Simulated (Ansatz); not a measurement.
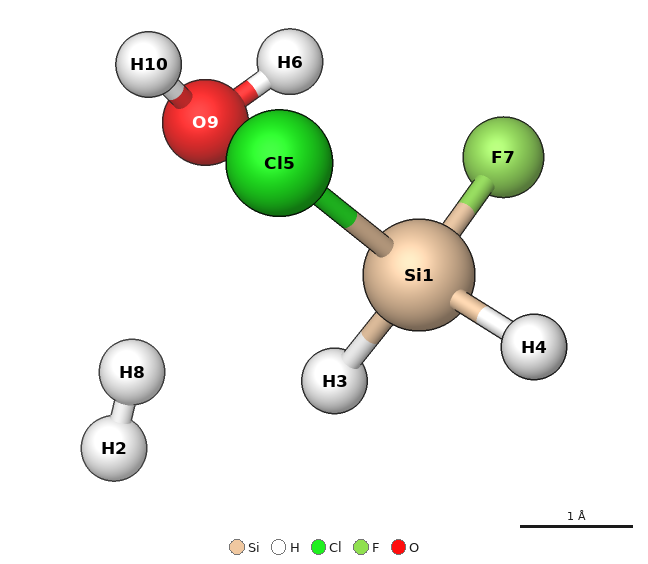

Atoms carry their numbers in the input. Computed geometry: PBE0-D4/def2-TZVP optimisation.

Q: Describe the coordination of atom 1.

A: Si1 has 4 neighbours (H3 at 1.47, H4 at 1.48, Cl5 at 2.04, F7 at 1.60 Å); the arrangement is tetrahedral.

Q: Describe the coordination of atom 9.

A: O9 has 2 neighbours (H6 at 0.96, H10 at 0.96 Å); the arrangement is bent.
